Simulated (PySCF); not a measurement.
# HfF (charge −1, triplet): what the fields show

```xyz
2

Hf    0.0000    0.0000   -0.1836
F     0.0000    0.0000    1.7394
```

⟨S²⟩ = 2.07, above the pure value of 2.00; core potentials replace the inner electrons of Hf.

All numbers below come from PySCF 2.14.0, PBE0/def2-TZVPPD, non-relativistic Hamiltonian with scalar-relativistic core potentials where named, at a bond length of 1.923 Å.

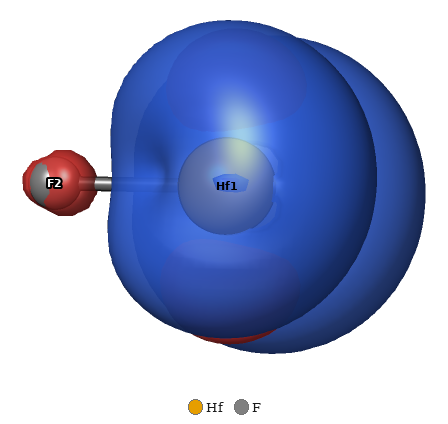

Figure 1. Isosurfaces of the spin density (α minus β) at +0.015 (blue) and −0.015 e/Å³ (red), seen from one side.

> Which atoms carry the spin?

The unpaired spin (2 electrons) lies mostly on Hf1 (about 2.0), in electrons by Hirshfeld's partition.

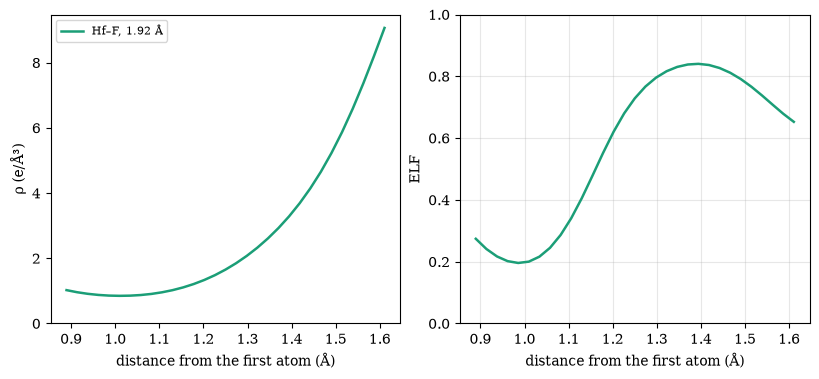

Figure 2. Electron density and ELF along straight lines between neighbouring atoms. The curves leave out the atomic cores.

> What can be read from the curves?

Hf–F (1.92 Å): ρ is about 0.88 e/Å³ halfway; the ELF peaks at about 0.85 in the valence shell of F, 0.5 Å from its nucleus, and drops to about 0.20 between the two atoms.
